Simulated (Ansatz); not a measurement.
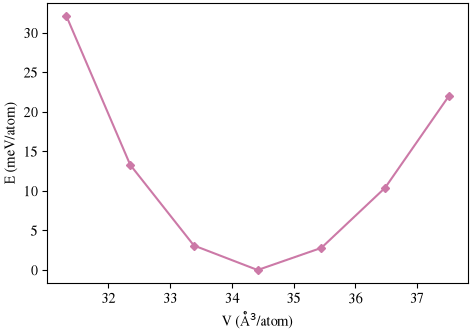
*SnSe in space group P6_3mc (No. 186; Sn on 2b, Se on 2b) under volume change, HSE06 in the plane-wave PAW code Ansatz, shape and atoms relaxed at each volume.*

Q: What does a third-order Birch–Murnaghan fit give for V₀, B₀ and B′?

A: V₀ = 34.42 Å³/atom, B₀ = 30.2 GPa, B′ = 5.3.

A made-up cell: these elements were put on the sites of a structure type; neither database checked (COD, Materials Project) lists it. It is not the phase usual at ambient conditions (space group No. 62). The HSE06 relaxation kept the symmetry of its start; whether a distortion lowers the energy is not shown. Scalar-relativistic: spin–orbit coupling is off unless named, which matters more the heavier the elements.

Potentials: the later of the program's two PAW sets.
